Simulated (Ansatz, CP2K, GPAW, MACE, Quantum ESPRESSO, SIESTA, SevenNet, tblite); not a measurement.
# Amorphous SnO2 (72 atoms) in other programs, against a plane-wave reference

Wanted: errors and costs of other methods on amorphous SnO2 (72 atoms). A plane-wave run serves as the reference.

Main program and level: Ansatz 0.2.0; Kohn-Sham DFT, PBE, PAW, plane waves.

### Step 1. Starting point

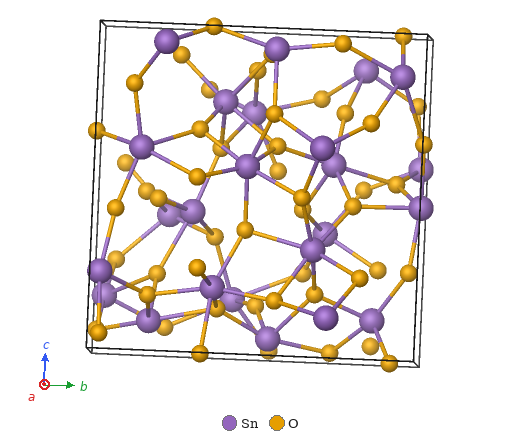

The cell as given, slightly off an axis (tin purple, oxygen orange). Bonds to atoms that aren't drawn are left out. Some periodic images of atoms are drawn too.

The cell holds 72 atoms: 24 Sn and 48 O. Its edges and angles: a = 9.851 Å, b = 9.851 Å, c = 9.851 Å, α = 90.0°, β = 90.0°, γ = 90.0°. 72 atoms (24 Sn, 48 O) placed at random at 6.03 g/cm³, melted at 5000 K for 10 ps at fixed volume with the Morse and Coulomb pair potential with partial charges (Pedone, Malavasi, Menziani, Cormack and Segre, J. Phys. Chem. B 110, 11780 (2006)). Quenched from 5000 K to 300 K at 50 K/ps and fixed volume, held 10 ps at zero pressure, then minimised at fixed cell. Then every atom was moved at random, 0.02 Å r.m.s. a Cartesian component.

### Step 2. Reference: Ansatz, plane waves

The PAW files are the set soft_2.

Contents of input.yaml:

```yaml
crystal:
  lattice:
    - [9.85089, 0.0, 0.0]
    - [0.0, 9.85089, 0.0]
    - [0.0, 0.0, 9.85089]
  atoms:
    - { symbol: Sn, position: [0.73259, 0.67325, 0.33158] }
    - { symbol: Sn, position: [0.04863, 0.22003, 0.43277] }
    - { symbol: Sn, position: [0.50783, 0.1779, 0.09886] }
    - { symbol: Sn, position: [0.77306, 0.46387, 0.57745] }
    [... 62 atom lines left out ...]
    - { symbol: O, position: [0.01429, 0.07853, 0.58513] }
    - { symbol: O, position: [0.81336, 0.56364, 0.17022] }
    - { symbol: O, position: [0.62857, 0.78852, 0.47161] }
    - { symbol: O, position: [0.90106, 0.31442, 0.53701] }
    - { symbol: O, position: [0.38552, 0.73193, 0.0255] }
    - { symbol: O, position: [0.18453, 0.36348, 0.36839] }
kpoints:
  mp_grid: { grid: [1, 1, 1] }
hamiltonian:
  xc: pbe
scf:
  occupations: { method: fermi_dirac, width: 0.05 }
output:
  forces: true
  eigenvalues: true
  populations: true
  stress: true
```

Run with:

```console
ansatz run input.yaml --threads 4 --pin off --max-ram 8192MiB --backend cpu --events-out ev --progress --plain --runs-dir out
```

Numbers of over 12 decimals in the logs are rounded to 6 here.

Log:

```text
[...]
Pseudopotentials: kind: paw
Pseudopotential: Sn, paw, valence charge 14, recommended cutoff 420 eV (normal), Sn.paw.azcp
Pseudopotential: O, paw, valence charge 6, recommended cutoff 420 eV (normal), O.paw.azcp
[... 5 lines on functional and potentials left out ...]
Crystal: 72 atoms, lattice volume = 955.931 Å³
Basis set: ecut = 420 eV, 18805 PW (Γ), exchange–correlation on 144×144×144 points (8 copies of the dense FFT grid, shifted against one another)
Bands: 384, of which v1, the nominal top of the filled ones, is band 312 counted from 1 (311 counted from 0)
Symmetry: 1 space group operations
Space group: P1 (ITA 1), of the structure as read, at distance tolerance 9.9e-5 Å
k-points: 1
[... 5 lines on functional and potentials left out ...]
Initial density: superposition of atomic densities (neutral atoms: chi_scale 0, normalization atom), corrected by the library's trained network
Initial wavefunctions: pseudopotential atomic-orbital guess
[...]
SCF iter   1: F=—  HF=-171794.195799 eV  |F-HF|=—  |Δ(HF+E_count)|=         —  Δρ=3.94e-3  dr2=1.32e-1  ethr=1.77e-3  ⟨swp⟩=5.0  Hψ=1411  notcnv=0  defer=50
preconditioner: auto → LDOS  [insulator: Δε(μ)=0.311 eV  Ē_g=18.882 eV  σ=0.050 eV  W_gap=0.91  n_scr=250 (ndim 8)  ℏωp=30.0 eV  f_vac=0.093  D(μ)=3.41/eV (n_scr^D=6)  ε∞_Penn≈3.5  β→1.0]
[...]
SCF iter  10: F=—  HF=-171794.186218 eV  |F-HF|=—  |Δ(HF+E_count)|=   2.43e-8  Δρ=4.29e-6  dr2=1.99e-7  ethr=1.23e-10  ⟨swp⟩=2.0  Hψ=433  notcnv=0  defer=63
SCF iter  11: F=-171794.186218 eV  HF=-171794.186218 eV  |F-HF|=1.82e-8  |Δ(HF+E_count)|=   1.93e-8  Δρ=2.12e-6  dr2=3.72e-8  ethr=1.60e-11  ⟨swp⟩=13.0  Hψ=1752  notcnv=0
SCF 1 converged in 11 iterations: F = -171794.186218 eV  dr2 = 3.72e-8
[...]
SCF converged after 11 iterations
Free energy (F): -171794.186218 eV
Harris-Foulkes:  -171794.186218 eV  (|F-HF|=1.82e-8)
Internal energy: -171794.150559 eV  (E = F + TS)
E sigma→0 (E₀):  -171794.168388 eV
Entropy (-TS):   -0.035659 eV (-0.495 meV/atom)
Fermi energy:    8.397151 eV
--- Per-component energies (eV) ---
[...]
Σ components = -171794.186218   (vs F -171794.186218, Δ=0.00e0)
--- Forces (eV/Å), atoms counted from 1 ---
  atom   1  Sn    -0.88158914    -0.71587134     0.21267011
  atom   2  Sn    -0.16253609    -0.00437072    -0.49506816
  atom   3  Sn    -0.29607908     1.59035418     0.34806617
  atom   4  Sn    -0.40338549     1.45212606    -0.34135811
[...]
atom  72  O     -0.05423863     0.39800146     0.51227417
  max |Σ_I F_I| component: 3.07e-5 eV/Å
--- Stress (GPa, compression-positive) ---
        7.136800       0.277351       0.467333
        0.277351       7.793027      -0.533795
        0.467332      -0.533796       9.217446
  P = ⅓ Tr σ = 8.0491 GPa (80.491 kbar)
--- Band table (eV) ---
  k-point 0: bands = ["-13.5977", "-13.5061", "-13.4425", "-13.3820", [... 368 levels ...], "17.3815", "17.5912", "17.6463", "17.6603", "17.7286", "17.7637", "17.8031", "17.8811", "17.9414", "18.0820", "18.1393", "18.1812"]
--- Löwdin populations: 72 sites ---
  site symbol       q [e]
     0     Sn     12.2504
     1     Sn     12.2915
     2     Sn     12.2528
[...]
71      O      6.7537
  spilling = 0.005281 (of n_electrons = 624.000000)
```

It took 14 s on 4 threads of Arm Neoverse V2, shared host; peak memory 1.4 GiB; 49 s of CPU time.

Reading the cycles: dr2 is the Hartree energy of the density residual (eV), the measure of convergence; HF is the Harris–Foulkes estimate of the energy, which meets the free energy F at convergence.

The run gave:

| Quantity | Value |
| --- | --- |
| free energy | -171794.1862 eV |
| free energy per atom | -2386.0304 eV/atom |
| SCF cycles | 11 |
| pressure | 8.049 GPa |
| r.m.s. force component | 0.6738 eV/Å |
| longest force | 2.569 eV/Å |
| Fermi energy | 8.397 eV |
| gap (highest filled to lowest empty level) | 0.335 eV |
| levels partly filled by over 2 per cent | 2 |
| spilling of the projection | 0.005281 |

Neighbours are counted within 2.52 Å (O-Sn).

Length of the force by element and coordination:

```csv
element,coordination,atoms,mean length of the force (eV/Å),spread,least,most
O,all,48,1.03,0.447,0.215,2.09
O,2,12,1.37,0.418,0.862,2.09
O,3,35,0.902,0.393,0.215,1.82
O,4,1,1.31,0,1.31,1.31
Sn,all,24,1.14,0.513,0.388,2.57
Sn,4,1,0.746,0,0.746,0.746
Sn,5,9,1.32,0.592,0.388,2.57
Sn,6,14,1.06,0.433,0.481,1.90
```

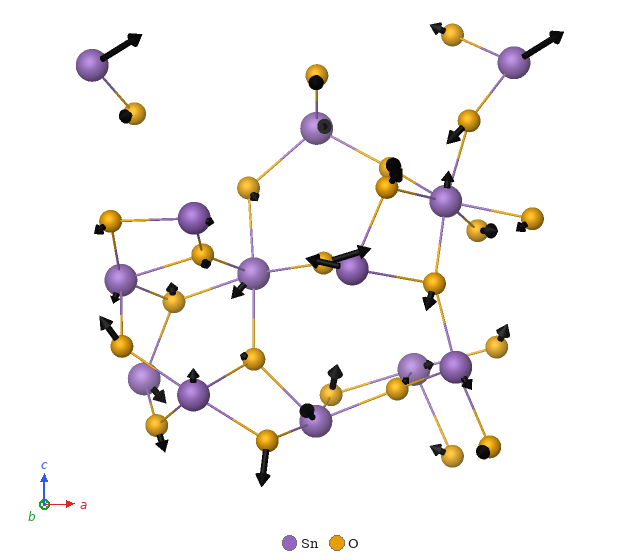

Forces as arrows; the longest in the cell is 2.57 eV/Å. Drawn is a slice 5 Å thick, seen along the normal of the ac plane.

Löwdin charges by element and coordination (they lack the spilled electrons, 0.046 e an atom on average):

```csv
element,coordination,atoms,mean charge (e),spread,least,most
O,all,48,-0.802,0.0202,-0.841,-0.754
O,2,12,-0.827,0.0116,-0.841,-0.797
O,3,35,-0.793,0.0146,-0.812,-0.754
O,4,1,-0.821,0,-0.821,-0.821
Sn,all,24,1.74,0.0247,1.67,1.79
Sn,4,1,1.77,0,1.77,1.77
Sn,5,9,1.75,0.0234,1.71,1.79
Sn,6,14,1.74,0.0242,1.67,1.77
```

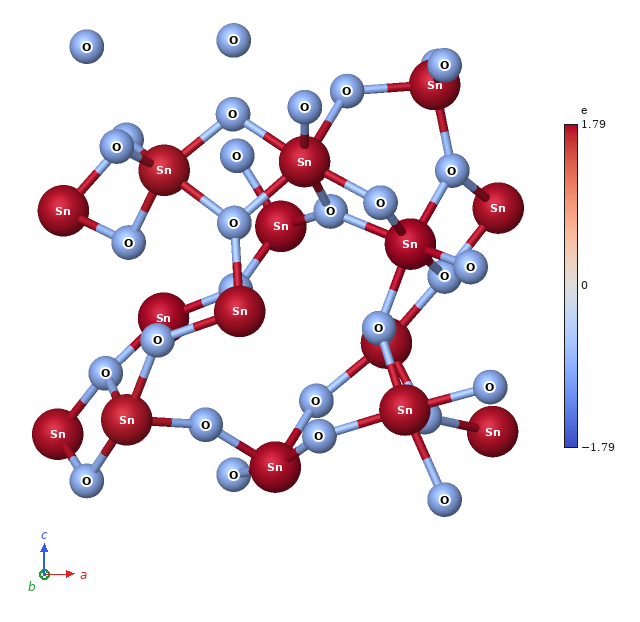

Atoms coloured by Löwdin charge. Drawn is a slice 5 Å thick, seen along the normal of the ac plane. Bonds to atoms that aren't drawn are left out.

The levels nearest the highest filled one (over half full), pooled over k-points and spins:

```
level less the highest filled one (eV)  occupation
                                -0.365           2
                                -0.327           2
                                -0.240           2
                                -0.208        2.00
                               -0.0598        1.98
                                     0        1.94
                                 0.335       0.078
                                  2.55           0
                                  2.87           0
                                  3.13           0
                                  3.17           0
                                  3.33           0
```

### Step 3. What was run beside it

The programs:
- CP2K 2026.2: Gaussian basis with GTH pseudopotentials and a plane-wave density; labels give functional, basis (MOLOPT sets; SR short-range, UZH the newer set with its own potentials), grid cutoff/relative cutoff and solver (OT: orbital transformation; TRS4, TC2, SIGN: linear-scaling purification with its sparsity filter), or its built-in tight binding.
- GPAW 26.7.0: PAW with atomic orbitals (LCAO), plane waves or a real-space grid of spacing h.
- MACE: machine-learned potential, published weights.
- Quantum ESPRESSO 7.5: plane waves; labels (QE) give functional, pseudopotential set and cutoffs of waves/density.
- SIESTA 5.4.2: numerical atomic orbitals, whose automatically made sets are far from complete, with PseudoDojo norm-conserving potentials that we converted to its format (checked against plane waves on the same files for H, C, O, Si, Ge and Ca alone); labels give functional, basis size, energy shift and mesh cutoff.
- SevenNet: machine-learned potential, published weights.
- tblite 0.8.0: extended tight binding, driven from Python.

All use the same cell and atoms; the electronic-structure runs use the same k-mesh, and an electronic temperature of 580 K (0.05 eV) where levels are smeared.

Differences are against the plane-wave reference, forces as r.m.s. over components; share is that over the reference's r.m.s. force, slope the least-squares factor from reference forces to these. Total energies of different programs have different zeros and aren't compared.

```
                                                         run  Δ force, r.m.s. (meV/Å)  share (%)  slope  Δ pressure (GPa)  Δ gap (eV)  cores  CPU time  memory (GiB)
                                                   reference                        -          -      -                 -           -      4      49 s           1.4
              CP2K PBE, DZVP-UZH, 600/50 Ry, diagonalisation                      135       20.0  1.032              4.09           -      4   4.2 min           4.7
CP2K PBE, SZV-MOLOPT-SR, 600/50 Ry, diagonalisation (coarse)                      342       50.7  1.116              14.3           -      2   4.5 min           2.8
                                GPAW PBE, LCAO dzp, h 0.18 Å                      147       21.8  1.114                 -     -0.0994      1   2.7 min           1.5
                                 MACE MP-0b2 small potential                      145       21.5  0.851            -0.122           -      1     5.3 s          0.67
                    QE PBE, sssp-1.3.0-efficiency, 60/480 Ry                     22.5       3.34  1.018             0.456           -      4   9.4 min           3.0
                 SIESTA PBE, DZP, shift 0.01 Ry, mesh 500 Ry                      201       29.8  1.179              5.59           -      2   6.5 min           2.2
        SIESTA PBE, SZP, shift 0.01 Ry, mesh 500 Ry (coarse)                      247       36.6  1.218              7.43           -      2   6.2 min             2
                                        SevenNet 0 potential                      106       15.8  0.952             0.962           -      1     6.3 s          0.86
                                     SevenNet l3i5 potential                     73.7       10.9  0.995             0.682           -      1       8 s           1.3
                                             tblite GFN1-xTB                      430       63.8  0.505             -15.8           -      1     2.5 s          0.11
```

Rows marked coarse were listed beforehand as settings not expected to be converged; some can still land near the reference.

Times of the machine-learned potentials are mostly Python's start and the loading of weights.

CPU time is summed over cores on a shared host, where runs went side by side, so it is rough. Symmetry, cutoffs, thresholds, outputs and thread counts weren't matched or tuned between programs; memory under MPI is the largest rank's times the ranks.

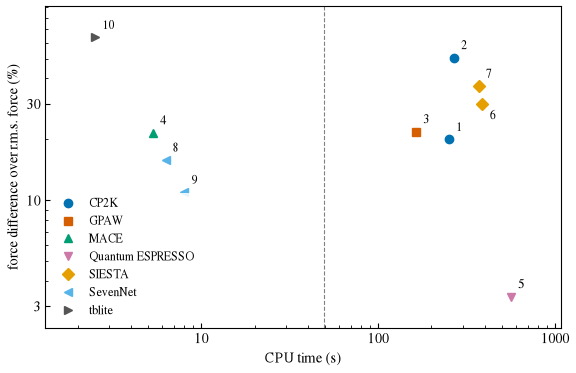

Force difference against CPU time; the dashed line marks the reference's time. Points: 1 CP2K PBE, DZVP-UZH, 600/50 Ry, diagonalisation; 2 CP2K PBE, SZV-MOLOPT-SR, 600/50 Ry, diagonalisation; 3 GPAW PBE, LCAO dzp, h 0.18 Å; 4 MACE MP-0b2 small potential; 5 QE PBE, sssp-1.3.0-efficiency, 60/480 Ry; 6 SIESTA PBE, DZP, shift 0.01 Ry, mesh 500 Ry; 7 SIESTA PBE, SZP, shift 0.01 Ry, mesh 500 Ry; 8 SevenNet 0 potential; 9 SevenNet l3i5 potential; 10 tblite GFN1-xTB.

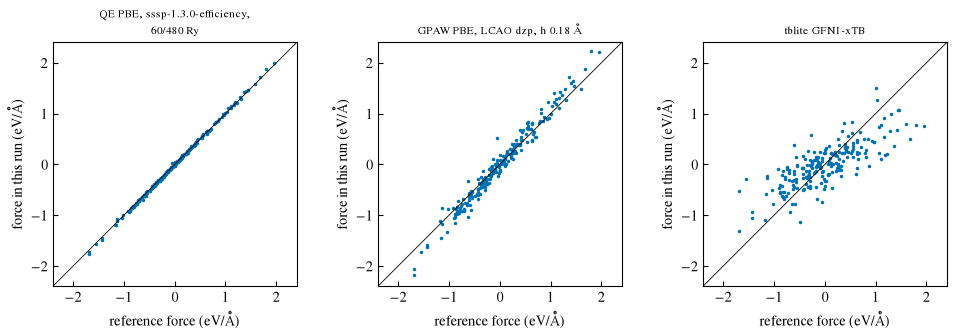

Force components against those of the reference; the line marks equality.

Mean charges by element (e), by run and scheme:

| run | scheme | Sn | O |
| --- | --- | --- | --- |
| reference | Löwdin | +1.74 | -0.80 |
| CP2K PBE, DZVP-UZH, 600/50 Ry, diagonalisation | Mulliken | +2.03 | -1.02 |
| CP2K PBE, DZVP-UZH, 600/50 Ry, diagonalisation | Hirshfeld | +0.64 | -0.32 |
| SIESTA PBE, DZP, shift 0.01 Ry, mesh 500 Ry | Hirshfeld | +0.57 | -0.29 |
| tblite GFN1-xTB | Mulliken | +0.74 | -0.37 |

The reference's Löwdin charges lack the electrons that the projection spills, 0.046 e an atom on average.

### Step 4. Results

```json
{
  "reference r.m.s. force component": "0.674 eV/Å",
  "nearest in forces": "QE PBE, sssp-1.3.0-efficiency, 60/480 Ry, 3.3 %",
  "farthest in forces": "tblite GFN1-xTB, 64 %",
  "cheapest electronic-structure run beside the reference": "tblite GFN1-xTB, 2.5 s of CPU time"
}
```

**Reading.** PBE on plane waves or a grid with other potentials, cutoffs or grids, coarse settings apart, differs from the reference by 3.3 % (QE PBE, sssp-1.3.0-efficiency, 60/480 Ry) of the r.m.s. force; this holds the reference's own error, so differences of a few per cent don't tell which side is nearer the exact PBE result (QE's 60 Ry are 816 eV, against the reference's 420 eV). The PBE runs in local orbitals, coarse settings apart, differ by 20 % (CP2K PBE, DZVP-UZH, 600/50 Ry, diagonalisation) to 30 % (SIESTA PBE, DZP, shift 0.01 Ry, mesh 500 Ry); basis, grid and potentials can all enter. Tight binding differs by 64 % (tblite GFN1-xTB); it is another model, with fitted parameters of its own, and the xTB methods hold dispersion. Machine-learned potentials differ by 11 % (SevenNet l3i5 potential) to 22 % (MACE MP-0b2 small potential); they were trained on other programs' data. Runs with settings chosen to be coarse differ by 37 % (SIESTA PBE, SZP, shift 0.01 Ry, mesh 500 Ry) to 51 % (CP2K PBE, SZV-MOLOPT-SR, 600/50 Ry, diagonalisation), their programs' other errors included. One electronic-structure run takes under half the reference's CPU time: tblite GFN1-xTB, at 64 % in 2.5 s against 49 s, too far off to be of use; its pressure misses by -15.8 GPa. SIESTA PBE, SZP, shift 0.01 Ry, mesh 500 Ry stiffens the forces by a factor of 1.22 while following their directions (correlation 0.972); the slopes of the 2 SIESTA runs lie between 1.18 and 1.22. At the same functional, the gap of GPAW PBE, LCAO dzp, h 0.18 Å lies 0.10 eV below the reference's 0.335 eV. In pressure, CP2K PBE, SZV-MOLOPT-SR, 600/50 Ry, diagonalisation misses by +14.3 GPa, at the same functional. Charges hang on model, scheme and program or settings: among these rows the mean for Sn runs from +0.57 to +2.03 e. In the reference: the highest filled and lowest empty levels lie 0.335 eV apart (at Γ alone), but 2 levels are partly filled, by over 2 %, under the smearing. In the reference: forces differ by site in this geometry: O atoms with 2 neighbours bear 1.4 eV/Å on average, against 0.90 eV/Å for those with 3. Periodic xTB results under one method name differ between programs and library versions. The potentials hold different valence shells: 624 electrons in the reference, 384 in CP2K with SZV-MOLOPT-SR; this bears on time and differences. Machine-learned potentials mimic data converged in k, so the reference's own k-point error enters their differences. The quench rate of 50 K/ps is many orders above laboratory rates, so the cell is likely richer in defects and strain than a real sample. The network of bonds at the start is that of the classical potential that made the cell, and needn't be the one that DFT or experiment would give. The electronic-structure runs sample only Γ, in a cell whose shortest periodic width is 10 Å.

[Also dropped from logs without a mark: logging warnings of Python, and SIESTA's first energy breakdown and zero terms.]

[Logs are printed without paths, hosts, clocks, repeated set-up lines and the standing remarks that a program may print on its own settings, such as how far it seeks lower states.]

[Hosts, paths, dates, database ids (printed as entryN), source tags and the programs' standing remarks are cut or masked in the printed files.]
